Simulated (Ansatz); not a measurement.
**Fields on a plane of SiC (4H type, space group P6_3mc)**

```
CELL_PARAMETERS angstrom
      3.07759     0.00000     0.00000
     -1.53880     2.66527     0.00000
      0.00000     0.00000    10.07638
ATOMIC_POSITIONS crystal
  Si 0.00000 0.00000 0.00030
  Si 0.00000 0.00000 0.50030
  Si 0.66667 0.33333 0.75025
  Si 0.33333 0.66667 0.25025
  C  0.00000 0.00000 0.81287
  C  0.00000 0.00000 0.31287
  C  0.66667 0.33333 0.56221
  C  0.33333 0.66667 0.06221
```

The slice is a (1 -1 0 0) plane (indices of the conventional cell) through the point (0.667, 0.333, 0.562) (fractional), spanned by u = [110] and v = [001] in vectors of this cell: u (3.08 Å) and v (10.08 Å, at 90° to u). It covers one period; positions are fractions (u, v).

Atoms on it: Si at (0.00, 0.19); C at (0.00, 0.00). Other atoms lie within 1 Å of the plane.

Computed with r2SCAN (plane waves to 500 eV, PAW, scalar-relativistic; Ansatz, an electronic-structure program). k mesh 12×12×4. Near the nuclei the fields are pseudised (PAW); where an atom keeps semicore shells as valence, they peak there. SiC was relaxed with its symmetry unable to fall.

```
|##%%++--..  ..--++%%|
|**++--::..  ..::--++|
|::::..          ..::|
|                    |
|          ..        |
|        ......      |
|      ..::::::..    |
|      ..--==--..    |
|      ..--==--..    |
|      ..::--::..    |
|        ......      |
|                    |
|                    |
|        ......      |
|      ..::::::..    |
|      ..--==--..    |
|      ..--==--..    |
|      ..::--::..    |
|        ......      |
|                    |
|                    |
|        ......      |
|    ..............  |
|    ..::::::::::..  |
|    ..::::::::::..  |
|    ..............  |
|                    |
|--::..          ..::|
|**==::          ::==|
|@@##--..      ..--##|
|%%%%==::      ::==%%|
|  ++++::..  ..::++++|
```
Scale: ten equal steps from 0.000 (start of ' ') to 0.132 (end of '@'), in the order ' .:-=+*#%@'. Values: density of the highest valence band (whole band, smooth part) in e/Å³. The map has 10 points along u (two characters each, u = 0 at the left) and 32 along v (v = 0 in the bottom row). 

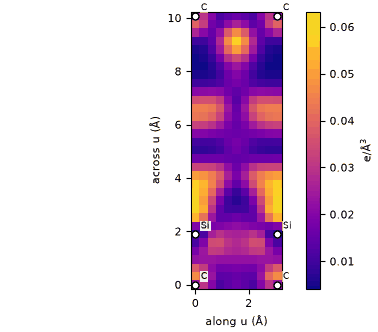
*Density of the lowest conduction band (whole band as if filled, smooth part) in e/Å³, one period of the plane, atoms marked. *

| Quantity | Result |
|---|---|
| Element round which the density of the highest valence band (whole band, smooth part) is largest on this plane | C |
